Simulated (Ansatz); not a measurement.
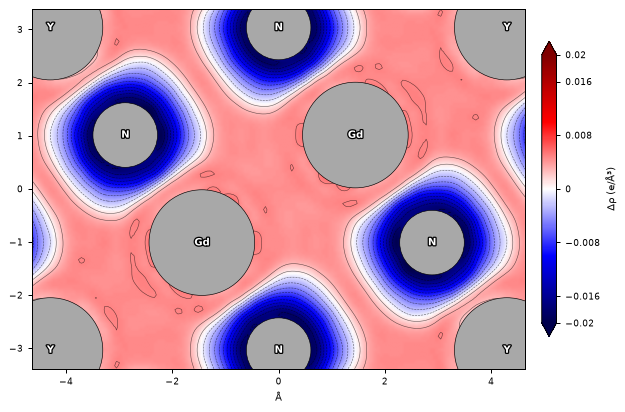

Gd2YN3. Difference of the valence pseudo-densities of two functionals at the same geometry, on the (110) plane of the calculation cell: PBE less r2SCAN.

Space group P-3m1; a generated structure, not necessarily the stable one; spin-polarised.

Both computed with Ansatz (plane waves, PAW), on the same k-point mesh. Grey discs cover the atomic cores.

Where does the change of functional move the electrons?

Answer. Against r2SCAN, PBE gives more density around Y (+0.004 e/Å³ on average at 1.2 Å from the nucleus), more density around Gd (+0.004 e/Å³ on average at 1.2 Å from the nucleus) and less density around N (−0.016 e/Å³ on average at 0.8 Å from the nucleus).
